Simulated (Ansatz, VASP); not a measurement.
# Cross-check of SrO between VASP and Ansatz, part 2 of 2

Aim: how closely do two programs agree when they are given the same cell, functional and k mesh?  Valence electrons are named where the data sets of a main pair hold unlike numbers.

VASP 6.6.1 and Ansatz 0.2.0.

So far: The starting structure; Ansatz: band structure, HSE06; VASP: band structure, HSE06.

## (3) VASP: band structure, HSE06 (continued)

Level of this step: HSE06; plane waves and PAW (Sr_sv, O) (VASP).

Numbers of over 12 decimals in the logs are rounded to 6 here.

From OUTCAR (step 3):

```text
ion  position               nearest neighbor table
   1  0.000  0.000  0.000-   2 2.58   2 2.58   2 2.58   2 2.58   2 2.58   2 2.58
   2  0.500  0.500  0.500-   1 2.58   1 2.58   1 2.58   1 2.58   1 2.58   1 2.58

  LATTYP: Found a face centered cubic cell.
 ALAT       =     5.1613200000

 Subroutine GETGRP returns: Found 48 space group operations
 (whereof 48 operations were pure point group operations)

The static configuration has the point symmetry O_h .

 Found     10 irreducible k-points:

   k-points           NKPTS =     10   k-points in BZ     NKDIM =    125   number of bands    NBANDS=     14

   dimension x,y,z NGX =    28 NGY =   28 NGZ =   28
   dimension x,y,z NGXF=    56 NGYF=   56 NGZF=   56

   ENCUT  =  520.0 eV  38.22 Ry    6.18 a.u.   6.79  6.79  6.79*2*pi/ulx,y,z

   NELECT =      16.0000    total number of electrons

 k-points in reciprocal lattice and weights: Automatic mesh
   0.00000000  0.00000000  0.00000000       0.008
   0.20000000  0.00000000  0.00000000       0.064
   0.40000000  0.00000000  0.00000000       0.064
   0.20000000  0.20000000  0.00000000       0.048
   0.40000000  0.20000000  0.00000000       0.192
  -0.40000000  0.20000000  0.00000000       0.192
  -0.20000000  0.20000000  0.00000000       0.096
   0.40000000  0.40000000  0.00000000       0.048
  -0.40000000  0.40000000  0.00000000       0.096
  -0.40000000  0.40000000  0.20000000       0.192

  exchange ACFDT corr.  =         0.00000000  see jH, gK, PRB 81, 115126

 average (electrostatic) potential at core
       1 -32.2635       2 -64.4625

 E-fermi :   0.6944

 k-point     1 :       0.0000    0.0000    0.0000
  band No.  band energies     occupation
    ...
      4     -14.1988      2.00000
      5     -14.1988      2.00000
      6       0.5345      2.00000
      7       0.5345      2.00000
      8       0.5345      2.00000
      9       5.9370      0.00000
     10       8.4028      0.00000
     11       8.4028      0.00000
     12       8.4028      0.00000
     13      10.6283      0.00000
    ...

 k-point     2 :       0.2000    0.0000    0.0000
  band No.  band energies     occupation
    ...
      4     -14.2248      2.00000
      5     -13.7458      2.00000
      6      -0.4163      2.00000
      7       0.0816      2.00000
      8       0.0816      2.00000
      9       7.5226      0.00000
     10       8.1501      0.00000
     11       9.1920      0.00000
     12       9.1920      0.00000
     13      11.6502      0.00000
    ...

 k-point     3 :       0.4000    0.0000    0.0000
  band No.  band energies     occupation
    ...
      4     -14.2661      2.00000
      5     -13.2735      2.00000
      6      -1.5449      2.00000
      7      -0.5456      2.00000
      8      -0.5455      2.00000
      9       8.5705      0.00000
     10      10.0065      0.00000
     11      10.8475      0.00000
     12      10.8475      0.00000
     13      13.7552      0.00000
    ...

  energy-cutoff  :      520.00
  volume of cell :       34.37
      direct lattice vectors                 reciprocal lattice vectors
     0.000000000  2.580660000  2.580660000    -0.193748886  0.193748886  0.193748886
     2.580660000  0.000000000  2.580660000     0.193748886 -0.193748886  0.193748886
     2.580660000  2.580660000  0.000000000     0.193748886  0.193748886 -0.193748886

 POSITION                                       TOTAL-FORCE (eV/Angst)
 -----------------------------------------------------------------------------------
      0.00000      0.00000      0.00000         0.000000      0.000000      0.000000
      2.58066      2.58066      2.58066        -0.000000     -0.000000     -0.000000
 -----------------------------------------------------------------------------------
    total drift:                                0.000000     -0.000000      0.000000

  FREE ENERGIE OF THE ION-ELECTRON SYSTEM (eV)
  ---------------------------------------------------
  free  energy   TOTEN  =       -14.2040711140 eV

  energy  without entropy=      -14.2040711140  energy(sigma->0) =      -14.20407111

 total charge
# of ion       s       p       d       tot
------------------------------------------
    1        2.013   5.860   0.223   8.097
    2        1.554   3.451   0.000   5.006
--------------------------------------------------
tot          3.567   9.312   0.223  13.102

[... 3 further parts left out ...]
```

The k-mesh is coarse for exact exchange; levels may shift by about 0.1 eV on a finer one. The PAW data sets were made with PBE, which is usual practice but a small mismatch for other functionals.

## (4) Differences

Known differences besides the potentials themselves: exact exchange at q = 0 is treated differently, which shows on coarse meshes; VASP keeps PBE cores, Ansatz makes them for the functional; the cutoff is 420 eV in Ansatz and 520 eV in VASP; VASP takes a coarser grid for exact exchange (PRECFOCK = Fast). Total energies have different zeros and are not compared.

The two programs side by side:

| quantity | Ansatz | VASP | difference |
| --- | --- | --- | --- |
| gap over the path points (eV) | 4.817 | 4.767 | +0.050 |

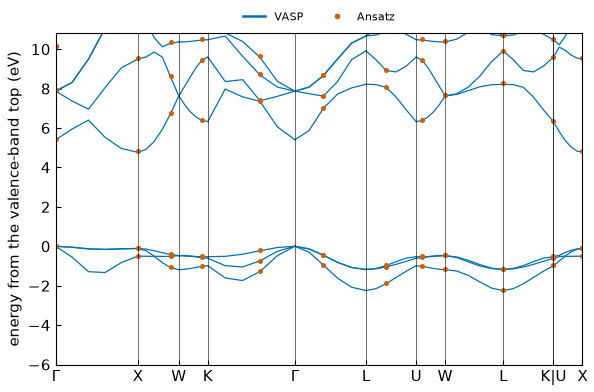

Bands from VASP (lines) and levels from Ansatz (dots). Dots without a line are higher empty bands that the VASP plot leaves out.

Levels at points of the path, from each program's valence-band top (eV; 3 filled, then empty):

| k (reciprocal lattice) | Ansatz | VASP |
| --- | --- | --- |
| 0.000 0.000 0.000 | 0.00 0.00 0.00 5.43 7.92 7.92 | 0.00 0.00 0.00 5.40 7.87 7.87 |
| 0.500 0.000 0.500 | -0.47 -0.10 -0.10 4.82 9.54 12.03 | -0.50 -0.11 -0.11 4.77 9.50 11.99 |
| 0.500 0.200 0.700 | -1.07 -0.48 -0.39 6.76 8.62 10.35 | -1.09 -0.51 -0.41 6.73 8.60 10.30 |
| 0.400 0.350 0.750 | -0.99 -0.56 -0.49 6.42 9.46 10.52 | -1.02 -0.59 -0.53 6.38 9.45 10.46 |
| 0.150 0.150 0.300 | -1.27 -0.72 -0.21 7.38 7.41 8.73 | -1.28 -0.74 -0.23 7.35 7.38 8.69 |
| 0.200 0.200 0.200 | -0.94 -0.44 -0.44 7.01 7.65 8.71 | -0.95 -0.45 -0.45 6.99 7.62 8.66 |
| 0.550 0.400 0.550 | -1.88 -1.03 -0.95 8.10 8.94 10.94 | -1.91 -1.05 -0.98 8.07 8.92 10.89 |
| 0.600 0.250 0.650 | -0.99 -0.56 -0.49 6.42 9.46 10.52 | -1.02 -0.59 -0.53 6.38 9.45 10.46 |
| 0.500 0.250 0.750 | -1.17 -0.45 -0.45 7.65 7.65 10.42 | -1.18 -0.47 -0.47 7.63 7.63 10.37 |
| 0.500 0.500 0.500 | -2.22 -1.15 -1.15 8.26 9.89 10.72 | -2.25 -1.18 -1.18 8.22 9.91 10.67 |

Among the levels compared at these points, filled levels agree within 35 meV and empty ones within 57 meV.

## (5) Outcome

```json
{
 "largest difference of a filled level at the path points (band structure, HSE06)": "35 meV",
 "difference in gap over the path points (band structure, HSE06)": "0.050 eV"
}
```

The difference in gap over the path points is 0.050 eV (band structure, HSE06), within the 0.08 eV picked in this series as the mark of a large difference. Such differences can come from data sets, numerical settings and the points named under the comparisons, not from the functional's error against experiment.

[Lines on the potential files, build, host, timing and source positions are cut from VASP's logs without a mark.]

[Logs are printed without paths, hosts, clocks, repeated set-up lines and the standing remarks that a program may print on its own settings, such as how far it seeks lower states.]

[Hosts, paths, dates, database ids (printed as entryN), source tags and the programs' standing remarks are cut or masked in the printed files.]
